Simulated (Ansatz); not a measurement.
The starting structures come from a database of crystals and need not be the phases stable at ambient conditions.

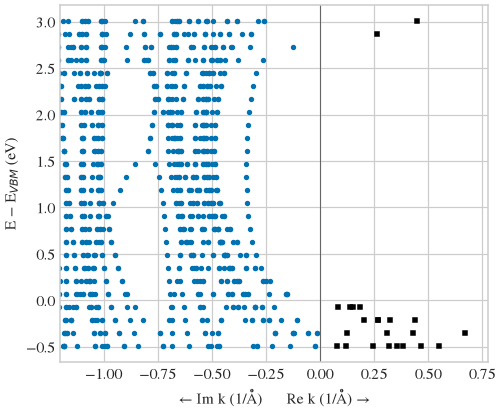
Complex bands at the centre of the two-dimensional zone; r2SCAN (Ansatz, a quantum-chemistry and plane-wave program)

The gap is the functional's own, uncorrected, and κ follows it; spin-orbit coupling is left out. Mid-gap values are interpolated between the computed energies.

### Question
This is TiZn$_{2}$O$_{4}$ (P4_122, not sure to be the ambient phase, 28 atoms a cell, 11.2 Å³ an atom, -7 GPa at this level) along the normal of (110). Read off the slowest decay at the centre of the two-dimensional zone at 1.33 eV, the computed energy nearest the middle of the gap.

### Answer
κ ≈ 0.34 1/Å, a decay length 1/(2κ) of the density of 1.5 Å.
